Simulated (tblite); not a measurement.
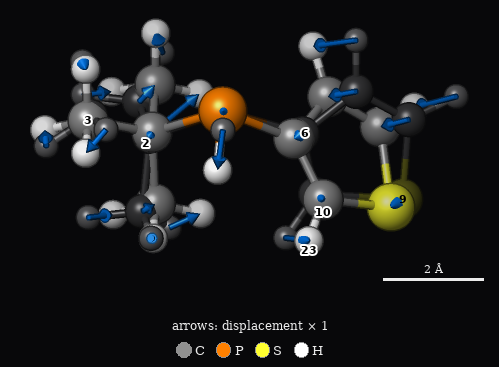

A relaxation of C8H13PS. The starting structure is drawn faded, the final one solid; blue arrows show the displacements, at their true length. The two geometries are superimposed by the best rigid fit.

Style: ball-and-stick. Shown at a tilt.

Method: GFN2-xTB geometry optimisation, gas phase (tblite). 

What did the optimiser do to the structure, and how much energy did it gain?

Answer. An H atom moves most after the best rigid fit: 1.62 Å. Largest moves by element: H 1.62 Å, C 0.86 Å, S 0.61 Å, P 0.37 Å. Some distances before and after: C–S 1.902 → 1.719 Å, C–P 1.837 → 1.898 Å, C–H 1.141 → 1.089 Å, H–P 1.449 → 1.403 Å. Bond angles that change, for instance: C–P–H 113.9° → 94.5°, C–P–H 112.1° → 94.4°, C–P–C 114.6° → 100.7°. Groups turn about C–C by about 30°. Over 186 geometry steps the energy falls by 46.4 kcal/mol.
